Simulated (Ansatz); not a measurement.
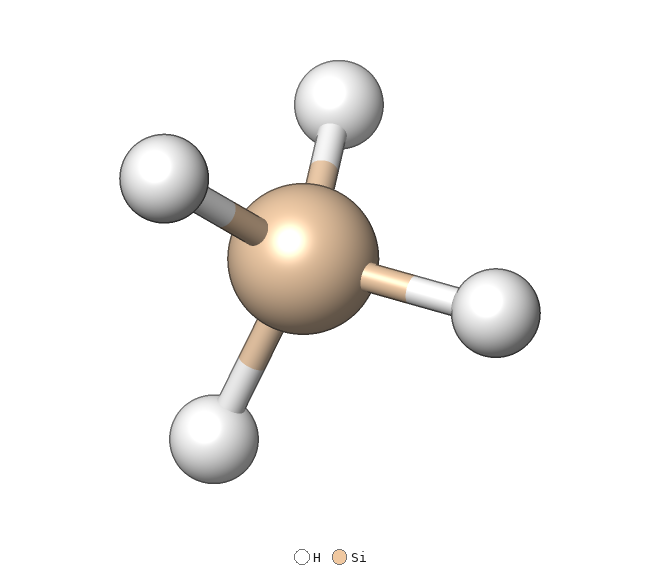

A ball-and-stick model of a molecule.

Description:

Formula SiH4. The point group is Td. Coordination: 1 Si tetrahedral.

The parts below concern this one geometry. Atoms keep their numbers from picture to picture. The computed structure is the end point of a PBE0-D4/def2-TZVP optimisation.

Geometry

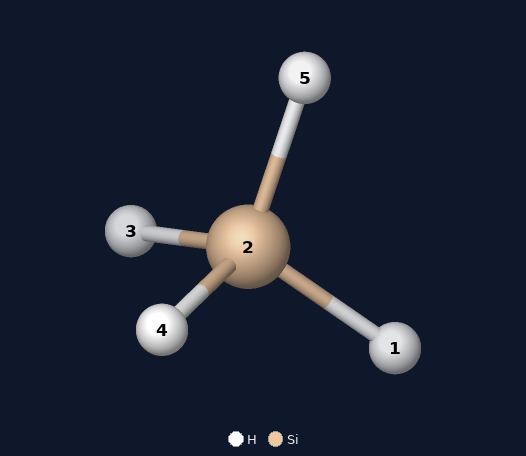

Numbered structure.

Which atoms are bonded, and how long are the bonds?

```json
{"bond": "H1–Si2", "length (Å)": "1.485"}
{"bond": "Si2–H3", "length (Å)": "1.485"}
{"bond": "Si2–H4", "length (Å)": "1.485"}
{"bond": "Si2–H5", "length (Å)": "1.485"}
```

Vibrations

Harmonic vibrations computed with RKS PBE0-D4/def2-TZVP (Ansatz 0.2.0) at a stationary point of the same level.

Question: List the wavenumbers.

Answer: 9 modes: 907, 907, 907, 969, 969, 2235, 2245, 2245, 2245 cm⁻¹.

Charges

The questions are on Mulliken charges. Method: RKS PBE0-D4/def2-TZVP (Ansatz 0.2.0).

List the Mulliken charges.

```csv
atom,value (e)
H1,−0.02
Si2,0.07
H3,−0.02
H4,−0.02
H5,−0.02
```

Electronic properties

Level of theory: RKS PBE0-D4/def2-TZVPP (Ansatz 0.2.0).

Predict the main results.

- HOMO energy (Kohn–Sham orbital): −9.86 eV
- LUMO energy (Kohn–Sham orbital): 1.06 eV
- HOMO–LUMO gap: 10.92 eV

Mulliken values depend strongly on the basis set and can even reverse the polarity of a bond.
